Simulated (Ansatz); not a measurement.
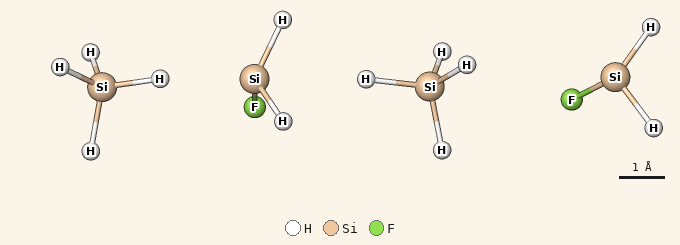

Two geometries of Si₂H₆F (multiplicity 2) (started from a transition state, displaced along its imaginary mode), drawn at one scale. One is the start of a relaxation, the other its converged end. A ball-and-stick model, seen at a tilt.

Method: Ansatz 0.2.0, UKS PBE0-D4/def2-TZVP. Set-up: force threshold 0.005 eV/Å; at most 200 steps.

**Which geometry has the lower energy?**

The right one is the relaxed one. After 19 accepted moves (20 points after the start) the energy has fallen by 8.73 kcal/mol. Largest force component: 3 eV/Å at the start, 0.0013 eV/Å at the end. The line search rejected the trial step at point 8 of the run. The largest move after the best rigid fit is that of an H atom, 1.08 Å. By element the largest moves are H 1.08 Å, F 0.69 Å, Si 0.49 Å. Some distances before and after: H–Si 2.127 → 3.412 Å, H–Si 1.396 → 1.486 Å, H–Si 1.496 → 1.483 Å, F–Si 1.595 → 1.606 Å. Among the angles between lasting bonds that change: H–Si–H 115.2° → 111.5°. Cost: 49 s on 4 threads of Arm Neoverse V1, on a shared host.
